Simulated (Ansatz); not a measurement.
# doublet OH: levels of theory compared

We compute a comparison of 4 runs (UHF/STO-3G, UHF/3-21G, UHF/aug-cc-pVTZ, UB3LYP/aug-cc-pVTZ) of doublet OH. 

The calculation is run with Ansatz 0.2.0.

**1. The molecule**

OH: 2 atoms, total charge 0, spin state doublet. As SMILES of the parent species, `[OH-]`. The shape is that of a PBE0-D4/def2-TZVPD optimisation. That shape belongs to the parent species and isn't relaxed for this state.

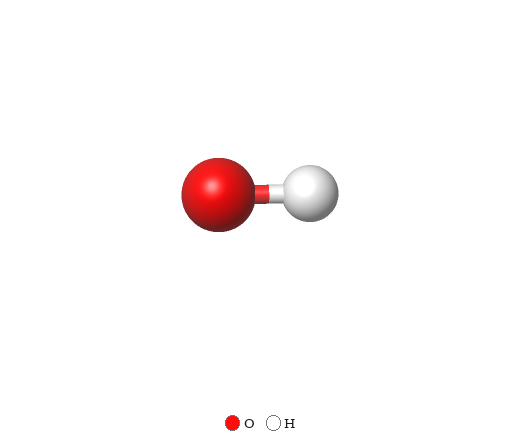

Viewed from a chosen angle; oxygen red, hydrogen white.

**2. A single-point energy at UHF/STO-3G (run 1)**

The input, molecule.yaml:

```yaml
crystal:
  periodic: [false, false, false]
  atoms:
    - {symbol: O, position_ang: [0.411800, -0.131800, 0.212500]}
    - {symbol: H, position_ang: [-0.411800, 0.131800, -0.212500]}
basis:
  gaussian: {orbitals: STO-3G}
magnetization: {spin_polarized: true, initial_magnetization: 1}
hamiltonian: {xc: hf}
accuracy: high
output: {orbitals: {seedname: orbitals}}
```

The run is started by

```console
$ ansatz run molecule.yaml --threads 1 --pin off --max-ram 3480MiB --events-out events.jsonl --progress --plain --runs-dir runs
```

Standard output:

```text
Warning: RAYON_NUM_THREADS=1 ignored (pool sized by the plan → 1); use --threads N
Functional definition: HF
  name "HF"
  exchange = exact_x
  correlation = 0
77 factors; integrals over basis functions are off by at most 3.3e-8 eV
mean field evaluation 1: about -2023.0768 eV, gradient 6.9e0 eV
mean field evaluation 2: about -2023.0867 eV, gradient 6.9e0 eV
mean field evaluation 4: about -2023.4914 eV, gradient 1.6e-1 eV
mean field evaluation 8: about -2023.4913 eV, gradient 5.1e-6 eV
mean field -2023.49130748 eV, -74.3619339782 hartree, gradient 2.5e-8 eV, S^2 0.753135; 0 other end points of the search recorded, 0 dependent functions left out
reference -2023.49130748 eV, -74.3619339782 hartree; 5, 4 occupied and 1, 2 virtual orbitals, 77 factors
Total energy: -2023.49130748 eV, -74.3619339782 hartree
```

Wall time 0.04 s (1 thread of Arm Neoverse V1, shared host).

**3. A single-point energy at UHF/3-21G (run 2)**

The input, in.yaml:

```yaml
crystal:
  periodic: [false, false, false]
  atoms:
    - {symbol: O, position_ang: [0.411800, -0.131800, 0.212500]}
    - {symbol: H, position_ang: [-0.411800, 0.131800, -0.212500]}
basis:
  gaussian:
    orbitals: 3-21G.json
magnetization:
  spin_polarized: true
  initial_magnetization: 1
hamiltonian:
  xc: hf
accuracy: high
output: {orbitals: {seedname: orbitals}}
```

The basis set 3-21G is read from a file made from the Basis Set Exchange's data (not shown).

The run is started by

```console
$ ansatz run in.yaml --threads 1 --pin off --max-ram 3480MiB --events-out events.jsonl --progress --plain --runs-dir runs
```

Standard output:

```text
Warning: RAYON_NUM_THREADS=1 ignored (pool sized by the plan → 1); use --threads N
[... 4 set-up lines as earlier in the session ...]
150 factors; integrals over basis functions are off by at most 1.5e-8 eV
mean field evaluation 1: about -2039.6515 eV, gradient 9.0e0 eV
mean field evaluation 2: about -2039.6513 eV, gradient 9.0e0 eV
mean field evaluation 4: about -2040.0295 eV, gradient 6.4e-1 eV
mean field evaluation 8: about -2040.0320 eV, gradient 3.2e-4 eV
mean field -2040.03204850 eV, -74.9697949988 hartree, gradient 1.3e-8 eV, S^2 0.752967; 0 other end points of the search recorded, 0 dependent functions left out
reference -2040.03204850 eV, -74.9697949988 hartree; 5, 4 occupied and 6, 7 virtual orbitals, 150 factors
Total energy: -2040.03204850 eV, -74.9697949988 hartree
```

It took 0.06 s on 1 thread of Arm Neoverse V1, shared host.

Run 3 isn't shown in full; the table further down has it.

**4. A single-point energy at UB3LYP/aug-cc-pVTZ (run 4)**

Edit molecule.yaml of step 2 so:

```diff
@@ -6,5 +6,5 @@
 basis:
-  gaussian: {orbitals: STO-3G}
+  gaussian: {orbitals: aug-cc-pVTZ}
 magnetization: {spin_polarized: true, initial_magnetization: 1}
-hamiltonian: {xc: hf}
+hamiltonian: {xc: {name: B3LYP}}
 accuracy: high
```

The run is started by

```console
$ ansatz run molecule.yaml --threads 1 --pin off --max-ram 3480MiB --events-out events.jsonl --progress --plain --runs-dir runs
```

Standard output:

```text
Warning: RAYON_NUM_THREADS=1 ignored (pool sized by the plan → 1); use --threads N
Functional definition: B3LYP
  name "B3LYP"
  parameter a0 = 0.2
  parameter ax = 0.72
  parameter ac = 0.81
  exchange = (1 - a0 - ax)*slater_x + ax*b88_x + a0*exact_x
  correlation = (1 - ac)*vwn_rpa_c + ac*lyp_c
898 factors; integrals over basis functions are off by at most 3.4e-9 eV
mean field evaluation 1: about -2060.3524 eV, gradient 2.1e1 eV
mean field evaluation 2: about -2059.0431 eV, gradient 2.9e1 eV
mean field evaluation 4: about -2061.7647 eV, gradient 9.8e-2 eV
mean field evaluation 8: about -2061.7652 eV, gradient 3.7e-4 eV
mean field evaluation 16: about -2061.7652 eV, gradient 3.0e-8 eV
mean field -2061.76520258 eV, -75.7684736801 hartree, gradient 3.0e-8 eV, S^2 0.752614; 0 other end points of the search recorded, 0 dependent functions left out
reference -2061.76523025 eV, -75.7684746969 hartree; 5, 4 occupied and 64, 65 virtual orbitals, 898 factors
Total energy: -2061.76523025 eV, -75.7684746969 hartree
```

Wall time 1.9 s (1 thread of Arm Neoverse V1, shared host); peak memory 0.12 GiB.

**5. Overview of the runs**

| run | level | energy (Eh) | HOMO energy (eV) | LUMO energy (eV) | ⟨S²⟩ | wall time |
| --- | --- | --- | --- | --- | --- | --- |
| 1 | UHF/STO-3G | -74.361934 | -10.29 | 9.79 | 0.753 | 0.04 s |
| 2 | UHF/3-21G | -74.969795 | -13.11 | 4.79 | 0.753 | 0.06 s |
| 3 | UHF/aug-cc-pVTZ | -75.421825 | -13.99 | 0.81 | 0.757 | 0.6 s |
| 4 | UB3LYP/aug-cc-pVTZ | -75.768475 | -9.02 | -5.05 | 0.753 | 1.9 s |

**6. Results**

```
                                 quantity         value
                      run 4: total energy  -75.76847 Eh
run 4: HOMO energy (highest over α and β)      -9.02 eV
 run 4: LUMO energy (lowest over α and β)      -5.05 eV
                              run 4: ⟨S²⟩         0.753
```

In words: In run 1 the basis is minimal, so the values are rough. All runs together took 2.6 s, the longest 1.9 s.
